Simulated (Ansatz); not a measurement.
## ScCu (Pm-3m): phonons along a line and the smearing

Aim: see how the phonons of ScCu (Pm-3m) along the first symmetry line respond to the electronic smearing.

Method: DFT PBEsol, scalar-relativistic, plane waves, PAW; PAW set soft_1, in Ansatz 0.2.0.

## Step 1: Set-up

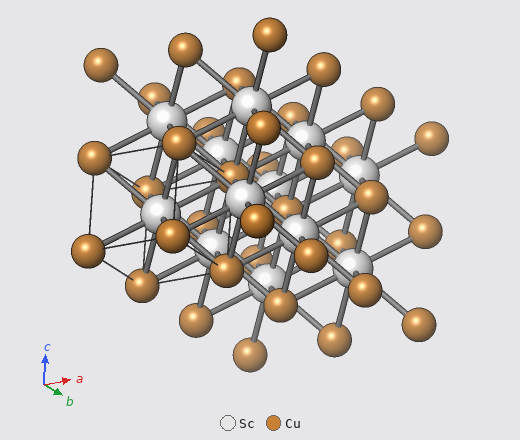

Start, viewed from a free direction; scandium white, copper orange. 2×3×2 cells are drawn. Some periodic images of atoms are drawn too.

Coordinates:

```cif
data_structure
_symmetry_space_group_name_H-M 'Pm-3m'
_symmetry_Int_Tables_number 221
_cell_length_a 3.2560
_cell_length_b 3.2560
_cell_length_c 3.2560
_cell_angle_alpha 90.000
_cell_angle_beta 90.000
_cell_angle_gamma 90.000
_cell_volume 34.52
loop_
_atom_site_label
_atom_site_type_symbol
_atom_site_symmetry_multiplicity
_atom_site_Wyckoff_symbol
_atom_site_fract_x
_atom_site_fract_y
_atom_site_fract_z
_atom_site_occupancy
Sc1 Sc 1 b 0.50000 0.50000 0.50000 1
Cu1 Cu 1 a 0.00000 0.00000 0.00000 1
```

## Step 2: Relaxation

The structure is brought to rest under this functional.

input.yaml reads:

```yaml
crystal:
  lattice:
    - [3.256, 0.0, 0.0]
    - [0.0, 3.256, 0.0]
    - [0.0, 0.0, 3.256]
  atoms:
    - { symbol: Sc, position: [0.5, 0.5, 0.5] }
    - { symbol: Cu, position: [0.0, 0.0, 0.0] }
kpoints:
  mp_grid: { grid: [10, 10, 10] }
hamiltonian:
  xc: pbesol
  pseudopotentials: { kind: paw, azcp: { folder: soft_1 }, xc_functional: pbe }
scf:
  occupations: { method: gaussian, width: 0.1 }
output:
  forces: true
  stress: true
  eigenvalues: true
  write_density: true
  write_potential: true
  elf: true
  volumetric_format: npy
relax:
  adjacent_minimum: "off"
  f_tol: 0.005
  max_steps: 80
  cell: { stress_tol: 0.05 }
```

The run is started by

```sh
$ ansatz run input.yaml --threads 4 --pin off --max-ram 12288MiB --backend cpu --events-out ev --progress --plain --runs-dir out
```

Numbers of over 12 decimals in the logs are rounded to 6 here.

What it wrote:

```text
[the first part of the log is left out]
  E_xc         = -154.337206
  E_vxc        = -194.847336  (∫ρ·V_xc dr)
  E_paw        = -2744.511928  (= ΣΔE_a)
  E_vpaw       = -910.841804  (= ΣTr[D̂ρ^β])
  E_aug_tail   = 0.000974  (compensation charges beyond the density's cutoff)
  E_ewald      = -3818.279078
  E_core_change = 0.335228  (= ΣΔE_core)
  E_smearing   = -0.006437  (= −TS)
  E_closure    = -0.000000  (closes the sum)
  Σ components = -8700.690462   (vs F -8700.690462, Δ=0.00e0)
--- Forces (eV/Å), atoms counted from 1 ---
  atom   1  Sc    -0.00000000    -0.00000000    -0.00000000
  atom   2  Cu     0.00000000    -0.00000000     0.00000000
  max |Σ_I F_I| component: 4.83e-30 eV/Å
--- Stress (GPa, compression-positive) ---
       -0.006839      -0.000000       0.000000
       -0.000000      -0.006839      -0.000000
        0.000000      -0.000000      -0.006839
  P = ⅓ Tr σ = -0.0068 GPa (-0.068 kbar)
--- Band table (eV; the first three rows and the last of 56) ---
  k-point 0: bands = ["-99.8499", "-57.3575", "-57.3575", "-57.3575", "-36.4634", "-15.0603", "-15.0603", "-15.0603", "5.6223", "8.9268", "8.9268", "9.8521", "9.8521", "9.8521", "13.4481", "13.4481", "16.2462", "16.2462", "16.2462"]
  k-point 1: bands = ["-99.8500", "-57.3578", "-57.3575", "-57.3575", "-36.4609", "-15.0872", "-15.0582", "-15.0582", "5.7911", "8.9657", "8.9751", "9.8404", "9.8404", "9.8622", "13.4259", "13.4371", "15.9576", "15.9576", "16.2366"]
  k-point 2: bands = ["-99.8499", "-57.3586", "-57.3575", "-57.3575", "-36.4542", "-15.1569", "-15.0525", "-15.0525", "6.2818", "9.0710", "9.1002", "9.8105", "9.8105", "9.8887", "13.2623", "13.3644", "15.3774", "15.3774", "16.2113"]
  k-point 55: bands = ["-99.8497", "-57.3601", "-57.3601", "-57.3601", "-36.3871", "-15.2615", "-15.2615", "-15.2615", "9.3651", "9.3651", "9.3651", "10.2305", "10.2305", "11.3481", "11.3481", "11.3481", "16.1383", "17.0107", "17.0107"]
--- Relaxed structure (4 steps of the walk, 4 accepted, 1 SCFs on fresh bases) ---
  F+E_penalty+E_count = -8700.69046215 eV   max|allowed force component| = 2.317e-30 eV/Å   (the final SCF, on the basis selected at the relaxed cell)
  cell:  # Å, volume = 33.1012 Å³
    - [3.210808, 0, 0]
    - [0, 3.210808, 0]
    - [0, 0, 3.210808]
  atoms:
    - { symbol: Sc, position: [0.5, 0.5, 0.5] }
    - { symbol: Cu, position: [0, 0, 0] }
```

Elapsed: 3.2 s, on 4 threads of Arm Neoverse V2, shared host; peak memory 0.36 GiB; 11 s of CPU time.

The steps of the relaxation:

| step | energy less that of the first step (eV) | largest force component (eV/Å) | pressure (GPa) | volume (Å³) |
| --- | --- | --- | --- | --- |
| 1 | 0.0000 | 0.0000 | -3.79 | 34.52 |
| 2 | -0.0103 | 0.0000 | 2.81 | 32.22 |
| 3 | -0.0176 | 0.0000 | -0.18 | 33.16 |
| 4 | -0.0177 | 0.0000 | -0.01 | 33.10 |
| 5 | -0.0174 | 0.0000 | -0.01 | 33.10 |

The log counts 1 steps on a newly chosen plane-wave basis, not all of them marked here; energy and pressure can jump at such steps.

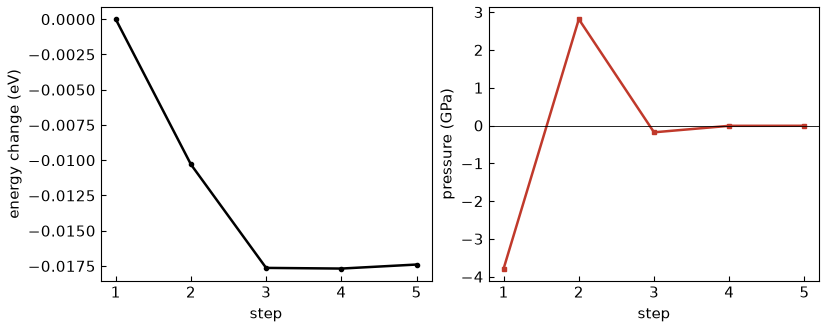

Energy and pressure along the relaxation.

| conventional cell, symmetrised | before | after | change |
| --- | --- | --- | --- |
| a (Å) | 3.256 | 3.211 | -1.4 % |
| b (Å) | 3.256 | 3.211 | -1.4 % |
| c (Å) | 3.256 | 3.211 | -1.4 % |
| volume (Å³/atom) | 17.26 | 16.55 | -4.1 % |

The relaxed structure:

```xyz
2
Lattice="3.2108 0.0000 0.0000 0.0000 3.2108 0.0000 0.0000 0.0000 3.2108" Properties=species:S:1:pos:R:3 pbc="T T T"
Sc    1.6054    1.6054    1.6054
Cu    0.0000    0.0000    0.0000
```

Numbers from this step:

| Item | Value |
| --- | --- |
| pressure | -0.006839 GPa |
| volume per atom | 16.55 Å³/atom |
| metallic on mesh | yes |
| gap on the k-mesh | 0 eV |

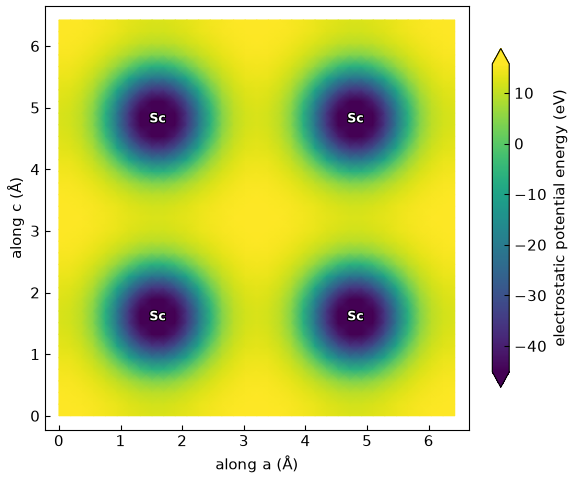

Electrostatic potential energy in the ac plane at fractional y = 0.500, with atoms of Sc within 0.2 Å of it. With pseudopotentials it is smooth inside the atoms' cores, unlike the true potential.

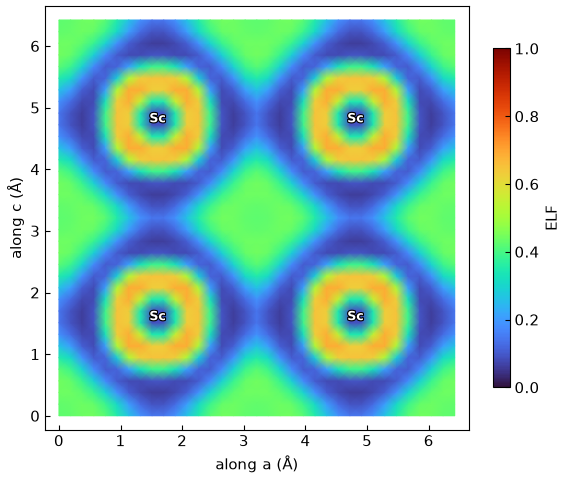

ELF in the ac plane at fractional y = 0.500, with atoms of Sc within 0.2 Å of it. It is the smooth field of the valence electrons, not physical close to the nuclei.

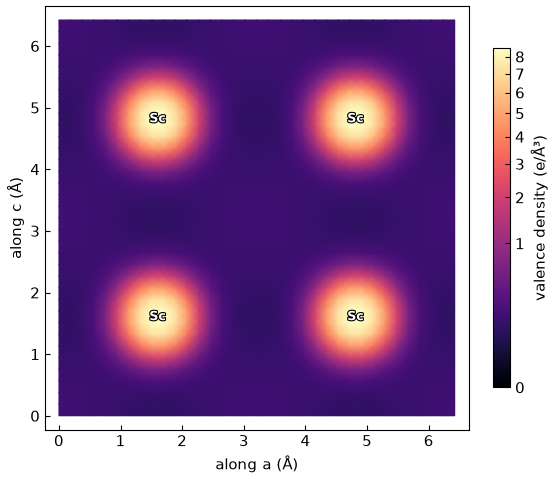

Valence density in the ac plane at fractional y = 0.500, with atoms of Sc within 0.2 Å of it. It is the smooth field of the valence electrons, not physical close to the nuclei. The colour scale is stretched toward low values.

The largest force is now zero by symmetry and the largest stress component 0.0068 GPa, small enough for phonons.

## Step 3: Wavevectors along a line: Fermi–Dirac smearing of 0.1 eV

The smearing blurs the Fermi surface that screens the phonons; a Fermi–Dirac width is an electronic temperature.

input.yaml reads:

```yaml
crystal:
  lattice:
    - [3.2108082147, 0.0, 0.0]
    - [0.0, 3.2108082147, 0.0]
    - [0.0, 0.0, 3.2108082147]
  atoms:
    - { symbol: Sc, position: [0.5, 0.5, 0.5] }
    - { symbol: Cu, position: [0.0, 0.0, 0.0] }
kpoints:
  mp_grid: { grid: [16, 16, 16] }
hamiltonian:
  xc: pbesol
  pseudopotentials: { kind: paw, azcp: { folder: soft_1 }, xc_functional: pbe }
scf:
  occupations: { method: fermi_dirac, width: 0.1 }
output:
  eigenvalues: true
phonons:
  method: dfpt
  qpoints:
    - [0, 0, 0]
    - [0.0, 0.0625, 0.0]
    - [0.0, 0.1875, 0.0]
    - [0.0, 0.3125, 0.0]
    - [0.0, 0.4375, 0.0]
```

What it wrote:

```text
[...]
Crystal: 2 atoms, lattice volume = 33.101 Å³
Basis set: ecut = 420 eV, 619 PW (Γ), exchange–correlation on 48×48×48 points (8 copies of the dense FFT grid, shifted against one another)
Bands: 19, of which v1, the nominal top of the filled ones, is band 15 counted from 1 (14 counted from 0)
Symmetry: 48 space group operations
k-points: 165 of 4096
[...]
SCF iter   1: F=—  HF=-8710.618900 eV  |F-HF|=—  |Δ(HF+E_count)|=         —  Δρ=9.58e-1  dr2=2.57e2  ethr=3.10e-3  ⟨swp⟩=4.5  Hψ=24757  notcnv=0
automatic band count: the SCF goes on with 23 bands, as 19 were too few: they end inside the smearing window of the response
[...]
SCF iter   2: F=—  HF=-8704.325167 eV  |F-HF|=—  |Δ(HF+E_count)|=    6.29e0  Δρ=5.23e-1  dr2=8.02e1  ethr=3.10e-3  ⟨swp⟩=2.2  Hψ=8695  notcnv=0  defer=16
[...]
SCF iter  13: F=-8700.714796 eV  HF=-8700.714796 eV  |F-HF|=1.82e-12  |Δ(HF+E_count)|=  2.55e-11  Δρ=4.98e-8  dr2=1.17e-12  ethr=1.00e-12  ⟨swp⟩=5.5  Hψ=14933  notcnv=0
SCF 1 converged in 13 iterations: F = -8700.714796 eV  dr2 = 1.17e-12
[...]
NSCF: frozen V_eff on 165 k-points
WARN: eigensolver did not converge (k=82): 1 band(s) unlocked after 20 sweeps at ethr=1.09e-12 eV (storage-precision floor; scheduled 1.00e-12 eV) (lowest unlocked band 22, counted from 0; max residual 2.59e-6 eV among the unlocked bands, 2.59e-6 eV over every band; other slots of this pass that fall short are told together in one closing line; warning suppressed until the next SCF loop or pass starts)
WARN: eigensolver did not converge in 2 slots of this pass, the one above among them; of largest residual over every band (k=82): 1 band(s) unlocked (lowest unlocked band 22, counted from 0; max residual 2.59e-6 eV among the unlocked bands, 2.59e-6 eV over every band); of lowest unlocked band (k=82): band 22
[...]
DFPT response loops at q = (0, 0, 0) (fractional): preconditioner auto → Kerker (q_TF=auto, 2.684 Å⁻¹) (partly filled bands, converged f_vac=0.000); β = 1.00, the filter's whole step (`scf.mixing.beta` (0.50) is not read by the response loops under this deck's `scf.mixing.preconditioner`; to damp them name `kerker` or `kerker_dos`, under which they read `scf.mixing.beta`, and type it under 1.00, their step now; both keys bind the ground state too); Broyden in place of MSR1
[...]
SCF converged after 13 iterations
Free energy (F): -8700.714796 eV
[...]
Internal energy: -8700.667799 eV  (E = F + TS)
E sigma→0 (E₀):  -8700.691297 eV
Entropy (-TS):   -0.046997 eV (-23.499 meV/atom)
Fermi energy:    12.879703 eV
[...]
--- Band table (eV; the first three rows and the last of 165) ---
  k-point 0: bands = [... 11 lower, 9.8419, 9.8419, 9.8419, 13.4482, 13.4482, 16.2485, 16.2485, 16.2485, ... 4 higher]
  k-point 1: bands = [... 11 lower, 9.8372, 9.8372, 9.8459, 13.4395, 13.4466, 16.1266, 16.1266, 16.2447, ... 4 higher]
  k-point 2: bands = [... 11 lower, 9.8241, 9.8241, 9.8573, 13.4143, 13.4206, 15.8250, 15.8250, 16.2339, ... 4 higher]
  k-point 164: bands = [... 11 lower, 10.2190, 10.2190, 11.3490, 11.3490, 11.3490, 16.1364, 17.0142, 17.0142, ... 4 higher]
--- Phonons (Γ-DFPT): 2 representative perturbations + reference (Σ response iterations 8) ---
  ASR residual: 4.179e-4 → 0.000e0 eV/Å²; symmetrization residual: 2.197e-6 eV/Å²
  ASR residual per site (eV/Å²): 4.18e-4 7.36e-5
  Γ frequencies (cm⁻¹): 0.00 0.00 0.00 193.66 193.66 193.66
  non-analytic LO–TO correction: not included (Born effective charges unavailable; polar crystals: no LO–TO splitting at Γ)
--- Phonons (arbitrary-q DFPT): 5 explicit q-points ---
  q = [0, 0, 0] (of the zone-centre solve; hermiticity 1.21e-6, symmetrization 4.95e-12): 0.00 0.00 0.00 193.66 193.66 193.66
  q = [0, 0.0625, 0] (4 solved perturbations in 4032 linear systems a pass and spin channel, the states on 1296 of 4096 k-point pairs; hermiticity 8.69e-7, symmetrization 2.53e-12): 20.31 20.31 32.73 193.01 193.01 194.63
[...]
sum rule: each row above includes the acoustic sum rule's correction from the zone centre's row sums; it moved no ω² by more than (1.59 cm⁻¹)²
```

The job ended after 4.1 min (4 threads; peak memory 2.3 GiB).

Each wavevector solved by linear response. The frequency by |q| along the line:

| \|q\| along the line (Å⁻¹) | mode 1 (cm⁻¹) | mode 2 (cm⁻¹) | mode 3 (cm⁻¹) | mode 4 = mode 5 (cm⁻¹) | mode 6 (cm⁻¹) |
| --- | --- | --- | --- | --- | --- |
| 0.000 | 0 | 0 | 0 | 194 | 194 |
| 0.122 | 20.3 | 20.3 | 32.7 | 193 | 195 |
| 0.367 | 60.5 | 60.5 | 86.8 | 187 | 204 |
| 0.612 | 96.2 | 96.2 | 109 | 175 | 225 |
| 0.856 | 107 | 124 | 124 | 157 | 242 |

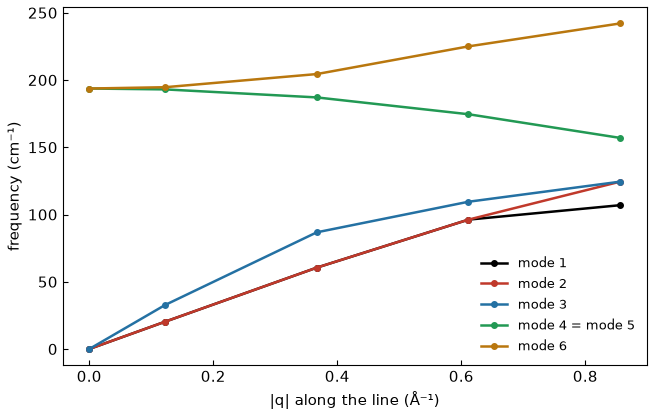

Frequency, plotted against |q| along the line.

## Step 4: Phonons along a line: Fermi–Dirac smearing of 0.25 eV

Each wavevector is solved by itself, so no interpolation smooths a dip of the branch.

input.yaml: that of step 3 with these lines changed.

```diff
@@ -14,3 +14,3 @@
 scf:
-  occupations: { method: fermi_dirac, width: 0.1 }
+  occupations: { method: fermi_dirac, width: 0.25 }
 output:
```

Wider smearing eases the sum over k-points of a metal but moves the result away from its zero-temperature value.

What it wrote:

```text
band count auto-derived: 20 (N_el = 30.0; filled up to band 15; 19 by the electrons, moments and atoms)
[...]
Crystal: 2 atoms, lattice volume = 33.101 Å³
Basis set: ecut = 420 eV, 619 PW (Γ), exchange–correlation on 48×48×48 points (8 copies of the dense FFT grid, shifted against one another)
Bands: 20, of which v1, the nominal top of the filled ones, is band 15 counted from 1 (14 counted from 0)
Symmetry: 48 space group operations
k-points: 165 of 4096
[...]
SCF iter   1: F=—  HF=-8711.072996 eV  |F-HF|=—  |Δ(HF+E_count)|=         —  Δρ=9.51e-1  dr2=2.53e2  ethr=3.10e-3  ⟨swp⟩=4.7  Hψ=26286  notcnv=0
[...]
SCF iter  13: F=-8700.852514 eV  HF=-8700.852514 eV  |F-HF|=0.00e0  |Δ(HF+E_count)|=  1.82e-12  Δρ=5.66e-8  dr2=5.81e-13  ethr=1.00e-12  ⟨swp⟩=6.6  Hψ=14338  notcnv=0
SCF 1 converged in 13 iterations: F = -8700.852514 eV  dr2 = 5.81e-13
[...]
SCF converged after 13 iterations
Free energy (F): -8700.852514 eV
[...]
Internal energy: -8700.517903 eV  (E = F + TS)
E sigma→0 (E₀):  -8700.685208 eV
Entropy (-TS):   -0.334611 eV (-167.306 meV/atom)
Fermi energy:    12.846166 eV
[...]
--- Band table (eV; the first three rows and the last of 165) ---
  k-point 0: bands = [... 11 lower, 9.8226, 9.8226, 9.8226, 13.4859, 13.4859, 16.3169, 16.3169, 16.3169, ... 6 higher]
  k-point 1: bands = [... 11 lower, 9.8179, 9.8179, 9.8265, 13.4776, 13.4835, 16.1925, 16.1925, 16.3132, ... 6 higher]
  k-point 2: bands = [... 11 lower, 9.8046, 9.8046, 9.8377, 13.4532, 13.4548, 15.8862, 15.8862, 16.3026, ... 6 higher]
  k-point 164: bands = [... 11 lower, 10.1975, 10.1975, 11.3698, 11.3698, 11.3698, 16.1146, 17.0888, 17.0888, ... 6 higher]
[...]
ASR residual: 4.071e-3 → 0.000e0 eV/Å²; symmetrization residual: 1.404e-6 eV/Å²
  ASR residual per site (eV/Å²): 4.07e-3 8.89e-4
  Γ frequencies (cm⁻¹): 0.00 0.00 0.00 195.40 195.40 195.40
[...]
--- Phonons (arbitrary-q DFPT): 5 explicit q-points ---
[...]
```

Run time: 4.5 min. Hardware: 4 threads; peak memory 2.4 GiB; 18 min of CPU time.

Each wavevector solved by linear response. Frequency against |q| along the line:

| \|q\| along the line (Å⁻¹) | mode 1 (cm⁻¹) | mode 2 (cm⁻¹) | mode 3 (cm⁻¹) | mode 4 = mode 5 (cm⁻¹) | mode 6 (cm⁻¹) |
| --- | --- | --- | --- | --- | --- |
| 0.000 | 0 | 0 | 0 | 195 | 195 |
| 0.122 | 20.3 | 20.3 | 32.0 | 195 | 196 |
| 0.367 | 60.0 | 60.0 | 84.8 | 188 | 203 |
| 0.612 | 95.9 | 95.9 | 106 | 175 | 224 |
| 0.856 | 105 | 125 | 125 | 158 | 243 |

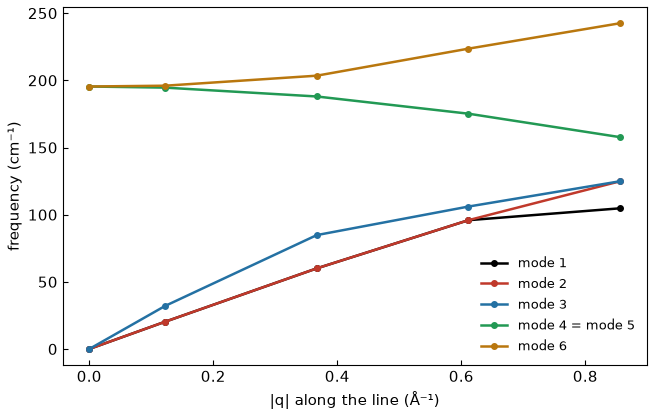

Frequency, plotted against |q| along the line.

Against step 3 (now smearing width 0.25 eV), the free energy moves by -68.9 meV an atom.

## Step 5: Phonons along a line: Fermi–Dirac smearing of 0.04 eV

The smearing blurs the Fermi surface that screens the phonons; a Fermi–Dirac width is an electronic temperature.

input.yaml: that of step 4 with these lines changed.

```diff
@@ -14,3 +14,3 @@
 scf:
-  occupations: { method: fermi_dirac, width: 0.25 }
+  occupations: { method: fermi_dirac, width: 0.04 }
 output:
```

Narrower smearing comes nearer the zero-temperature value but asks more of the mesh.

What it wrote:

```text
[...]
Crystal: 2 atoms, lattice volume = 33.101 Å³
Basis set: ecut = 420 eV, 619 PW (Γ), exchange–correlation on 48×48×48 points (8 copies of the dense FFT grid, shifted against one another)
Bands: 19, of which v1, the nominal top of the filled ones, is band 15 counted from 1 (14 counted from 0)
Symmetry: 48 space group operations
k-points: 165 of 4096
[...]
SCF iter   1: F=—  HF=-8710.523133 eV  |F-HF|=—  |Δ(HF+E_count)|=         —  Δρ=9.67e-1  dr2=2.62e2  ethr=3.10e-3  ⟨swp⟩=3.2  Hψ=11479  notcnv=0
[...]
SCF iter  14: F=-8700.696806 eV  HF=-8700.696806 eV  |F-HF|=5.46e-12  |Δ(HF+E_count)|=  1.27e-11  Δρ=1.56e-7  dr2=3.88e-12  ethr=1.00e-12  ⟨swp⟩=4.3  Hψ=11408  notcnv=0
SCF 1 converged in 14 iterations: F = -8700.696806 eV  dr2 = 3.88e-12
[...]
SCF converged after 14 iterations
Free energy (F): -8700.696806 eV
[...]
Internal energy: -8700.691201 eV  (E = F + TS)
E sigma→0 (E₀):  -8700.694004 eV
Entropy (-TS):   -0.005605 eV (-2.803 meV/atom)
Fermi energy:    12.885616 eV
[...]
--- Band table (eV; the first three rows and the last of 165) ---
  k-point 0: bands = [... 11 lower, 9.8451, 9.8451, 9.8451, 13.4447, 13.4447, 16.2415, 16.2415, 16.2415]
  k-point 1: bands = [... 11 lower, 9.8405, 9.8405, 9.8491, 13.4359, 13.4431, 16.1199, 16.1199, 16.2377]
  k-point 2: bands = [... 11 lower, 9.8273, 9.8273, 9.8606, 13.4106, 13.4174, 15.8188, 15.8188, 16.2268]
  k-point 164: bands = [... 11 lower, 10.2225, 10.2225, 11.3468, 11.3468, 11.3468, 16.1390, 17.0066, 17.0066]
[...]
ASR residual: 2.602e-4 → 0.000e0 eV/Å²; symmetrization residual: 1.282e-6 eV/Å²
  ASR residual per site (eV/Å²): 2.60e-4 3.10e-5
  Γ frequencies (cm⁻¹): 0.00 0.00 0.00 193.37 193.37 193.37
[...]
--- Phonons (arbitrary-q DFPT): 5 explicit q-points ---
[...]
```

It took 3.9 min on 4 threads; peak memory 2.2 GiB; 15 min of CPU time.

(Continued in part 2 of 2.)

[Logs are printed without paths, hosts, clocks, repeated set-up lines and the standing remarks that a program may print on its own settings, such as how far it seeks lower states.]

[Hosts, paths, dates, database ids (printed as entryN), source tags and the programs' standing remarks are cut or masked in the printed files.]
